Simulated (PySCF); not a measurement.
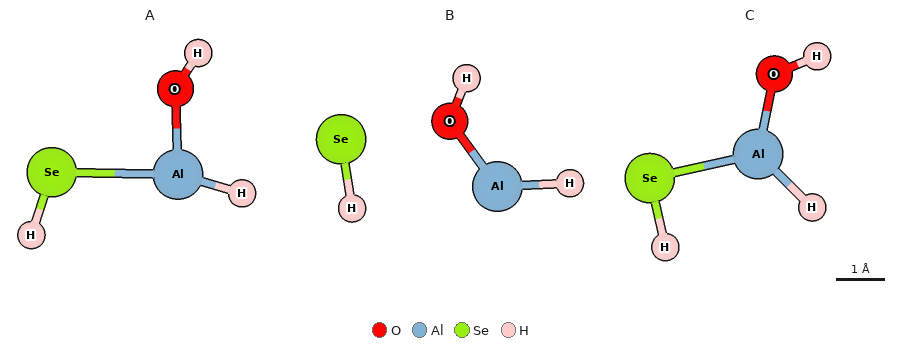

3 geometries from one relaxation of AlH3SeO, in shuffled order. The picture is a ball-and-stick view, seen face on.

It is one of the separated reactants of a reaction.

Level of theory: PySCF, RKS PBE-D4/def2-SVP, density fitting. 

Question: Order the frames from highest to lowest energy.

Answer: B, A, C. They are steps 0, 7, 28, at +429.4 kJ/mol, +170.5 kJ/mol relative to the last. The energy falls by 429.4 kJ/mol in 28 geometry steps. An H atom moves most after the best rigid fit: 1.31 Å. By element the largest moves are H 1.31 Å, O 1.12 Å, Al 1.07 Å, Se 0.83 Å. Near-neighbour distances that change, for instance: O–Se 2.308 → 3.407 Å, Al–Se 3.419 → 2.324 Å, Al–H 1.520 → 1.595 Å, Al–O 1.693 → 1.718 Å. New bonds form, among them: Al–Se (3.42 → 2.32 Å). Cost: 2.8 min on 2 threads of Oxide Virtual Turin-like (shared host).
